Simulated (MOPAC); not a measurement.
Run report: C2H7BO2Si, excited-state calculation (part 1 of 2)

C2H7BO2Si, SMILES BC(O)=C(O)[SiH3], computed with INDO/S, RHF (MOPAC 23.2.5).

The geometry was optimised with PM6.

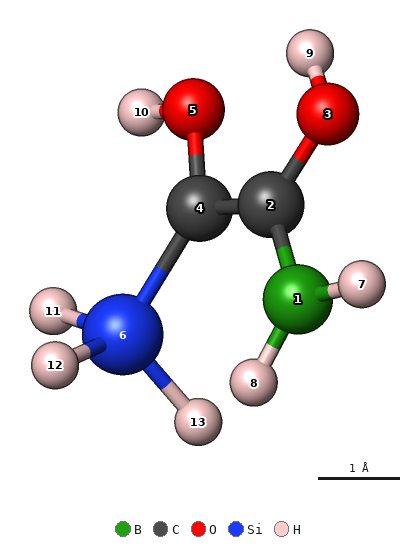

*The structure (ball-and-stick view, seen at a tilt; atoms are numbered from 1 in the order of the input).*

Bond lengths as drawn: B–C 1.55 Å, B–H 1.18 Å, C–C 1.36 Å, C–O 1.37 to 1.40 Å, C–Si 1.88 Å, H–O 0.99 to 1.00 Å and H–Si 1.48 Å.

## Input (run.mop)
```
INDO WRTCI=5 CHARGE=0 1SCF C.I.=8 MAXCI=300 CIS SINGLET AUX(PRECISION=6) T=10M THREADS=1
C2H7BO2Si, INDO
BC(O)=C(O)[SiH3]
B -1.725115 1 0.935015 1 -0.127413 1
C -0.389353 1 0.543205 1 -0.812227 1
O -0.297146 1 1.040428 1 -2.083849 1
C 0.596165 1 -0.206458 1 -0.245321 1
O 1.673908 1 -0.384208 1 -1.122814 1
Si 0.437210 1 -0.875575 1 1.509693 1
H -2.488648 1 1.593033 1 -0.745526 1
H -1.928613 1 0.562651 1 0.978643 1
H 0.564358 1 0.783005 1 -2.520995 1
H 2.383142 1 -0.930357 1 -0.711226 1
H 1.673298 1 -1.635195 1 1.811418 1
H -0.732159 1 -1.779277 1 1.597711 1
H 0.301771 1 0.247561 1 2.464796 1
```

Hardware: 1 thread of Arm Neoverse N1, 98 GiB of memory available, shared host.

Launch command:
```bash
mopac run.mop
```

## Output
```
MOPAC v23.2.5
INDO CALCULATION RESULTS

 *  INDO       - The INDO Hamiltonian to be used
 *  MAXCI =  300 maximum CI states computed
 *  WRTCI =    5 maximum CI states printed
 *  CIS        - C.I. USES 1 ELECTRON EXCITATIONS ONLY
 *  SINGLET    - SPIN STATE DEFINED AS A SINGLET
 *
 *
 *
 *                 CHARGE ON SYSTEM = 0
 *
 *
 *
 *  C.I.=8     - 8 M.O.S TO BE USED IN C.I.
 *  1SCF       - DO 1 SCF AND THEN STOP
 *  THREADS=1  - MULTI-THREADING NOT USED
 *  AUX        - OUTPUT AUXILIARY INFORMATION
 *  WARNING: Specified print options may not behave as expected with INDO
INDO WRTCI=5 CHARGE=0 1SCF C.I.=8 MAXCI=300 CIS SINGLET AUX(PRECISION=6) T=10M THREADS=1
 C2H7BO2Si, INDO
 BC(O)=C(O)[SiH3]
   ATOM   CHEMICAL          X               Y               Z
  NUMBER   SYMBOL      (ANGSTROMS)     (ANGSTROMS)     (ANGSTROMS)

     1       B         -1.72511500  *   0.93501500  *  -0.12741300  *
     2       C         -0.38935300  *   0.54320500  *  -0.81222700  *
     3       O         -0.29714600  *   1.04042800  *  -2.08384900  *
     4       C          0.59616500  *  -0.20645800  *  -0.24532100  *
     5       O          1.67390800  *  -0.38420800  *  -1.12281400  *
     6      Si          0.43721000  *  -0.87557500  *   1.50969300  *
     7       H         -2.48864800  *   1.59303300  *  -0.74552600  *
     8       H         -1.92861300  *   0.56265100  *   0.97864300  *
     9       H          0.56435800  *   0.78300500  *  -2.52099500  *
    10       H          2.38314200  *  -0.93035700  *  -0.71122600  *
    11       H          1.67329800  *  -1.63519500  *   1.81141800  *
    12       H         -0.73215900  *  -1.77927700  *   1.59771100  *
    13       H          0.30177100  *   0.24756100  *   2.46479600  *

          CARTESIAN COORDINATES

    NO.       ATOM           X           Y           Z

     1         B         -1.7251      0.9350     -0.1274
     2         C         -0.3894      0.5432     -0.8122
     3         O         -0.2971      1.0404     -2.0838
     4         C          0.5962     -0.2065     -0.2453
     5         O          1.6739     -0.3842     -1.1228
     6        Si          0.4372     -0.8756      1.5097
     7         H         -2.4886      1.5930     -0.7455
     8         H         -1.9286      0.5627      0.9786
     9         H          0.5644      0.7830     -2.5210
    10         H          2.3831     -0.9304     -0.7112
    11         H          1.6733     -1.6352      1.8114
    12         H         -0.7322     -1.7793      1.5977
    13         H          0.3018      0.2476      2.4648

           Empirical Formula: C2 H7 O2 B Si  =    13 atoms

      MOLECULAR POINT GROUP   :   Cs

 SINGLET STATE CALCULATION

      RHF CALCULATION, NO. OF DOUBLY OCCUPIED LEVELS = 17

 Summary of symmetry occupancy in each shell:

 SHELL
    1   17
    v   14
 TOTAL  31

                     MOLECULAR ORBITALS

    ROOT NO.    1           2           3           4           5           6

           -45.50474   -40.65149   -30.69097   -24.48609   -23.18658   -20.39235

  S  B   1   0.09077    -0.07937     0.25461     0.39291    -0.03837    -0.24041
 PX  B   1   0.06524    -0.04842     0.14071     0.06174    -0.03799     0.00597
 PY  B   1  -0.01273    -0.00126    -0.08086     0.01141    -0.02727     0.05604
 PZ  B   1  -0.04846     0.06090     0.02006    -0.10050     0.10890    -0.13729

  S  C   2   0.36804    -0.21587     0.42240     0.15605    -0.24516    -0.00823
 PX  C   2   0.10056     0.04630     0.04732    -0.34406    -0.03220     0.00556
 PY  C   2   0.00726    -0.10182    -0.14147     0.19518    -0.02472     0.13428
 PZ  C   2  -0.13780     0.18224     0.27331    -0.04319     0.09616    -0.31909

  S  O   3   0.51328    -0.55443    -0.29139     0.01519     0.21519    -0.01567
 PX  O   3   0.07083    -0.03669    -0.06487    -0.28152     0.14189    -0.25576
 PY  O   3  -0.08302     0.05993     0.00021     0.05349     0.06610    -0.04251
 PZ  O   3   0.10849    -0.09556     0.07763     0.21336    -0.32534     0.40775

  S  C   4   0.35287     0.20075     0.44265    -0.25890     0.04773     0.05711
 PX  C   4   0.06842     0.19529    -0.26135    -0.02890    -0.00677     0.22922
 PY  C   4   0.03355    -0.07616     0.10658    -0.05631    -0.12634    -0.11205
 PZ  C   4  -0.16042    -0.05660     0.06512     0.16530     0.30274    -0.01246

  S  O   5   0.50872     0.58658    -0.23864     0.12813    -0.07218    -0.11392
 PX  O   5  -0.08841    -0.00349    -0.11537     0.39522     0.18694    -0.22558
 PY  O   5   0.00388    -0.06021     0.05842    -0.19832    -0.10518     0.03402
 PZ  O   5   0.09610     0.14345     0.00314    -0.01371     0.02015     0.19317

  S Si   6   0.07055     0.06054     0.26096     0.04798     0.57482     0.34503
 PX Si   6   0.01214     0.03067    -0.06221    -0.01526     0.01004     0.12493
 PY Si   6   0.01943     0.00752     0.08780    -0.00474     0.00559    -0.09924
 PZ Si   6  -0.05999    -0.05444    -0.13048     0.02918    -0.02540     0.08215

  S  H   7   0.02879    -0.03699     0.05179     0.22127    -0.04586    -0.06995

  S  H   8   0.01846    -0.00762     0.14894     0.15289     0.07609    -0.22543

  S  H   9   0.23469    -0.18987    -0.15243    -0.22552     0.21545    -0.27677

  S  H  10   0.18810     0.26885    -0.14551     0.28457     0.12366    -0.10060

  S  H  11   0.01785     0.02592     0.03707     0.02508     0.24672     0.26304

  S  H  12   0.01173     0.00649     0.09222     0.03405     0.23839     0.12823

  S  H  13   0.01172     0.00643     0.09241     0.03407     0.23827     0.12781

    ROOT NO.    7           8           9          10          11          12

           -19.09586   -17.51661   -15.20489   -14.46524   -14.19729   -13.82502

  S  B   1   0.45304    -0.01410    -0.00048     0.10721     0.01778     0.00042
 PX  B   1  -0.22726     0.02433     0.03708    -0.18469    -0.15282     0.02183
 PY  B   1   0.09088     0.02569     0.07000     0.14640    -0.06009     0.04728
 PZ  B   1   0.05989    -0.08880     0.02954    -0.11949     0.32207     0.02265

  S  C   2  -0.18895    -0.07664     0.00001     0.06819    -0.04606    -0.00049
 PX  C   2  -0.12268    -0.10092     0.11611     0.10732     0.16804     0.10912
 PY  C   2   0.06543     0.01870     0.22779    -0.03993     0.02429     0.20876
 PZ  C   2  -0.00543     0.07742     0.09862    -0.03515    -0.25864     0.08683

  S  O   3   0.02566     0.18693     0.00129    -0.20185    -0.12861    -0.00131
 PX  O   3   0.00219    -0.17109     0.11817     0.33133     0.29661     0.20654
 PY  O   3   0.05440     0.15540     0.23467    -0.20483    -0.28722     0.39173
 PZ  O   3  -0.12991    -0.15735     0.09847     0.07926     0.31450     0.17208

  S  C   4  -0.02649     0.29818    -0.00013     0.01350     0.02206     0.00053
 PX  C   4   0.32183     0.14452     0.15153    -0.10184     0.05477     0.07592
 PY  C   4  -0.10780    -0.17354     0.29519     0.05547    -0.02646     0.14810
 PZ  C   4  -0.13335     0.23140     0.12733    -0.00623    -0.00496     0.06499

  S  O   5   0.00298    -0.26338     0.00179    -0.08495    -0.21424    -0.00061
 PX  O   5  -0.41570    -0.01759     0.19035     0.12613     0.09787     0.20505
 PY  O   5   0.16006    -0.17602     0.36970    -0.05881    -0.21194     0.39278
 PZ  O   5   0.12907     0.43086     0.15683    -0.01730     0.36529     0.17033

  S Si   6   0.02814    -0.18771     0.00009     0.00523    -0.03618    -0.00020
 PX Si   6  -0.00613     0.16175     0.20988     0.43972    -0.16436    -0.18574
 PY Si   6  -0.02867     0.08365     0.41015    -0.21143     0.10302    -0.36189
 PZ Si   6   0.07472    -0.39010     0.17477    -0.02557    -0.02915    -0.15672

  S  H   7   0.37303     0.02864    -0.00060     0.28694    -0.08783     0.00052

  S  H   8   0.30954    -0.09920    -0.00094    -0.09563     0.33279     0.00251

  S  H   9   0.05378    -0.05996    -0.00066     0.15671     0.03872     0.00049

  S  H  10  -0.24119     0.10050    -0.00134     0.09830     0.19536     0.00084

  S  H  11   0.02760    -0.08078     0.00041     0.45539    -0.20501    -0.00140

  S  H  12   0.03798    -0.24855    -0.36950    -0.21169     0.05539     0.36090

  S  H  13   0.03823    -0.24928     0.36858    -0.20915     0.06453    -0.36122

    ROOT NO.   13          14          15          16          17          18

           -13.08924   -12.71590   -12.50146   -11.55515    -8.43566    -0.23344

  S  B   1  -0.00001     0.04399     0.02206    -0.05320     0.00010     0.00051
 PX  B   1   0.02838     0.31056     0.06381    -0.32369     0.10528     0.33586
 PY  B   1   0.05635    -0.21805    -0.18647     0.07512     0.20494     0.65396
 PZ  B   1   0.02201     0.13586     0.35643     0.21054     0.08865     0.28173

  S  C   2   0.00051     0.17584    -0.08095    -0.09484     0.00022    -0.00022
 PX  C   2   0.09600    -0.17987    -0.03840     0.42622     0.24176     0.09420
 PY  C   2   0.18512     0.00888     0.07758    -0.20428     0.47046     0.18316
 PZ  C   2   0.08163     0.19548    -0.13495    -0.03623     0.20149     0.07827

  S  O   3   0.00119     0.00979     0.04733     0.23171    -0.00007     0.00012
 PX  O   3   0.29759     0.00797    -0.08155    -0.40642    -0.18005    -0.03915
 PY  O   3   0.58386     0.06832    -0.01966     0.23815    -0.34918    -0.07603
 PZ  O   3   0.24651    -0.16876     0.15148    -0.07301    -0.14950    -0.03238

  S  C   4  -0.00035    -0.18864     0.02395     0.06955    -0.00031     0.00047
 PX  C   4  -0.04216     0.07988     0.02744    -0.21916     0.23674    -0.23072
 PY  C   4  -0.08003     0.09544    -0.11452     0.19077     0.46029    -0.44892
 PZ  C   4  -0.03738    -0.31649     0.23064    -0.18148     0.19714    -0.19215

  S  O   5  -0.00109    -0.10062     0.15059    -0.05456    -0.00029     0.00011
 PX  O   5  -0.28382    -0.07755    -0.04742     0.12042    -0.14228     0.06170
 PY  O   5  -0.54913    -0.11038     0.16847    -0.06952    -0.27527     0.11937
 PZ  O   5  -0.23479     0.35846    -0.34841     0.02305    -0.11850     0.05122

  S Si   6  -0.00011    -0.07273    -0.00002    -0.05189     0.00002    -0.00064
 PX Si   6   0.02291     0.15663     0.24343     0.06107    -0.02757    -0.01929
 PY Si   6   0.04507    -0.20035    -0.01222    -0.09572    -0.05382    -0.03775
 PZ Si   6   0.02216     0.27791    -0.26130     0.15016    -0.02327    -0.01596

  S  H   7   0.00147    -0.35616    -0.31458     0.10393    -0.00037    -0.00032

  S  H   8  -0.00195     0.15002     0.37932     0.20292     0.00045    -0.00016

  S  H   9  -0.00071     0.02974    -0.07041    -0.25393     0.00011    -0.00011

  S  H  10   0.00109     0.08163    -0.15466     0.10179     0.00046    -0.00029

  S  H  11   0.00043     0.29475     0.19294     0.13242    -0.00020     0.00066

  S  H  12  -0.05055    -0.02804    -0.21257    -0.01155     0.10236    -0.06636

  S  H  13   0.05245    -0.03034    -0.21213    -0.01212    -0.10229     0.06664

    ROOT NO.   19          20          21          22          23          24

             0.61947     2.00882     2.23534     2.99262     3.56102     3.71830

  S  B   1  -0.07564     0.62914     0.00398    -0.25008    -0.00293    -0.00012
 PX  B   1  -0.03716     0.04958    -0.23486     0.09461    -0.12429    -0.01295
 PY  B   1   0.01303    -0.01626    -0.45762    -0.01095     0.04467    -0.02513
 PZ  B   1   0.01632    -0.01152    -0.19721    -0.08364     0.04540    -0.01072

  S  C   2   0.12184    -0.36156    -0.00235    -0.08406     0.17074    -0.00001
 PX  C   2   0.05699     0.12095     0.28152    -0.20553    -0.01713     0.04166
 PY  C   2  -0.04577    -0.03481     0.54707     0.11154     0.01444     0.08150
 PZ  C   2   0.03850    -0.07696     0.23381    -0.01717    -0.01400     0.03488

  S  O   3  -0.00434     0.04882     0.00008    -0.02033    -0.04917     0.00001
 PX  O   3  -0.01558     0.00849    -0.06033     0.00537    -0.02711    -0.00852
 PY  O   3   0.02318    -0.03805    -0.11748    -0.00771     0.04516    -0.01667
 PZ  O   3  -0.03556     0.08154    -0.04975     0.01237    -0.07267    -0.00711

  S  C   4  -0.34650     0.18676     0.00235     0.46410    -0.01812     0.00029
 PX  C   4  -0.02662    -0.05890    -0.19384     0.07646     0.03350    -0.07174
 PY  C   4   0.08192     0.05486    -0.37661    -0.06156    -0.02760    -0.13965
 PZ  C   4  -0.16125    -0.04716    -0.16154     0.05538     0.02435    -0.05974

  S  O   5   0.04606    -0.04636    -0.00048    -0.10631    -0.02244     0.00010
 PX  O   5  -0.06237     0.04634     0.04016     0.11758     0.00554     0.01085
 PY  O   5  -0.01113    -0.00226     0.07667     0.00797     0.01602     0.02047
 PZ  O   5   0.10097    -0.05194     0.03224    -0.15953    -0.04379     0.00893

  S Si   6   0.62983     0.11902     0.00109     0.07718     0.00041    -0.00000
 PX Si   6  -0.00340     0.02165    -0.04116    -0.03974     0.64667     0.31581
 PY Si   6   0.03671    -0.09104    -0.08186    -0.21943    -0.30986     0.61572
 PZ Si   6  -0.08179     0.18888    -0.03190     0.56012    -0.05076     0.26378

  S  H   7   0.04807    -0.38125    -0.00271     0.14341    -0.08781     0.00005

  S  H   8   0.02039    -0.37157    -0.00215     0.25783     0.03058     0.00015

  S  H   9  -0.01111    -0.03469     0.00016     0.04979     0.03601     0.00000

  S  H  10  -0.01656     0.04580     0.00025     0.05885     0.02087    -0.00032

  S  H  11  -0.33756    -0.15387    -0.00146    -0.19799    -0.52966    -0.00111

  S  H  12  -0.37221    -0.09601    -0.10100    -0.19794     0.25106     0.45423

  S  H  13  -0.37225    -0.09746     0.09861    -0.19793     0.25284    -0.45333

    ROOT NO.   25          26          27          28          29          30

             4.93538     5.79390     6.07524     6.90193     9.14484    10.76214

  S  B   1   0.07562    -0.02069    -0.00497     0.02919     0.08090     0.08159
 PX  B   1  -0.46133    -0.02144     0.23716     0.14717     0.27892     0.26944
 PY  B   1   0.16136    -0.22208    -0.27375    -0.10675    -0.07438    -0.08308
 PZ  B   1   0.17604     0.54112     0.35280     0.07267    -0.16011    -0.12863

  S  C   2   0.48578     0.10865    -0.03631    -0.04513     0.11600     0.11655
 PX  C   2  -0.01650    -0.10128     0.03161     0.11727     0.42333     0.28486
 PY  C   2   0.05048     0.03803     0.01857     0.03372    -0.14748    -0.00293
 PZ  C   2  -0.09972     0.03274    -0.08078    -0.21942    -0.16339    -0.33476
```
